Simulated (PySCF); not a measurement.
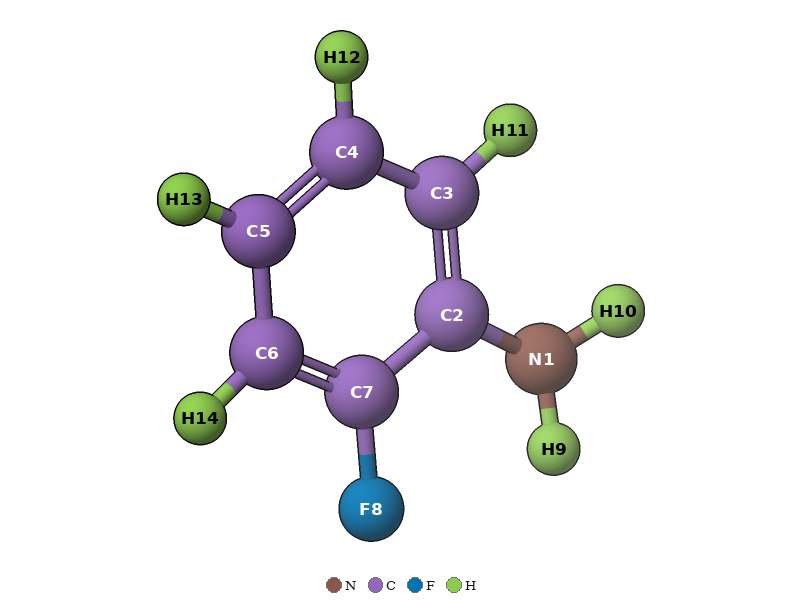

The computed structure is the end point of a PBE0-D3(BJ)/def2-SVP optimisation. No frequency run is at hand to confirm it as a minimum. Level of theory: B3LYP/def2-TZVP indirect spin-spin coupling, non-relativistic, gas phase (PySCF 2.14.0). Isotopes: 13C, 19F, 1H, 15N.

Give the spin–spin coupling constants of these pairs, with the number of bonds between them: N1/H10, N1/C2, C7/F8, N1/C3, C6/F8, N1/F8, N1/H11, C3/F8, C5/F8, F8/H14.

```csv
pair,bonds apart,J (Hz)
"N1, H10",1,−80.7
"N1, C2",1,−14.5
"C7, F8",1,−330.7
"N1, C3",2,−3.0
"C6, F8",2,16.2
"N1, F8",3,−0.9
"N1, H11",3,−2.2
"C3, F8",3,2.2
"C5, F8",3,4.4
"F8, H14",3,11.4
```

Density functionals are unreliable for couplings to fluorine, so those rows may be far off.
